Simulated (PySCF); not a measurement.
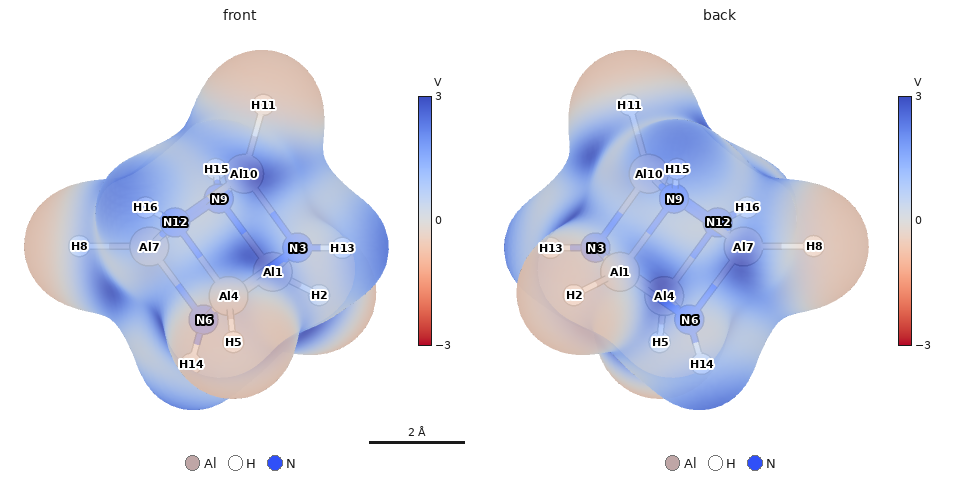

Figure 1: Al$_{4}$H$_{8}$N$_{4}$ ((HAlNH)4 cubane). The molecular electrostatic potential painted on the density surface at 0.004 e/bohr³, seen from the front and from behind; red is negative and blue positive.

Geometry: PBE0-D3(BJ)/def2-SVP.

Theory: wB97X-D/def2-SVPD, SCF density, gas phase in PySCF.

```xyz
16

Al   -1.3233   -0.6849   -0.7835
H    -2.5660   -1.3311   -1.5234
N     0.0097   -1.6534    0.2283
Al   -0.0900   -0.3449    1.6492
H    -0.1718   -0.6693    3.1975
N    -1.4113    0.6326    0.6293
Al   -0.0153    1.6655   -0.2214
H    -0.0238    3.2355   -0.4317
N     0.0849    0.3396   -1.6253
Al    1.4191   -0.6438   -0.6284
H     2.7573   -1.2476   -1.2228
N     1.3069    0.6734    0.7837
H     0.0160   -2.6604    0.3640
H    -2.2698    1.0200    1.0109
H     0.1383    0.5483   -2.6184
H     2.1047    1.0865    1.2585
```

Where is the surface potential most negative and most positive?

The most negative region (about −0.5 V) lies over H2, H5, H8 and H11, the most positive (about +2.8 V) over Al1, Al4, Al7 and Al10.

What dipole moment does the calculation give?

Its dipole moment is zero.
